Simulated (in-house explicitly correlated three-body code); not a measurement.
Two electrons around a point charge Z = 17.42. Computed variationally in 260 exponentially correlated functions with an in-house code, non-relativistic, converged to about 10⁻⁸ of the energy. Wanted, and plotted below: the bound S and P states that converged, by term and principal number n, on a logarithmic scale of binding.

The ground state is bound by 3837 eV. The n = 2 states drawn run, from the deepest, 2 ³S (944.4 eV), 2 ³P (927.2 eV), 2 ¹S (925.4 eV), 2 ¹P (913.2 eV). Exchange puts 2 ³S below 2 ¹S by 19.0 eV and 2 ³P below 2 ¹P by 14.0 eV. Quantum defects n − (Z − 1)/√(2 E(binding)): 2 ³S 0.029, 2 ³P 0.011, 2 ¹S 0.009, 2 ¹P −0.004.

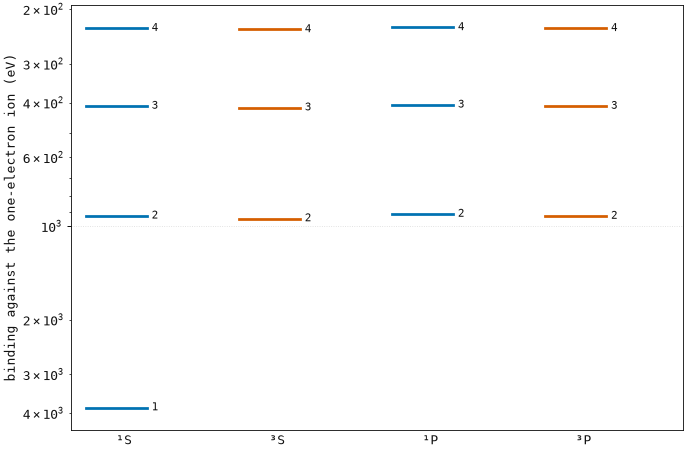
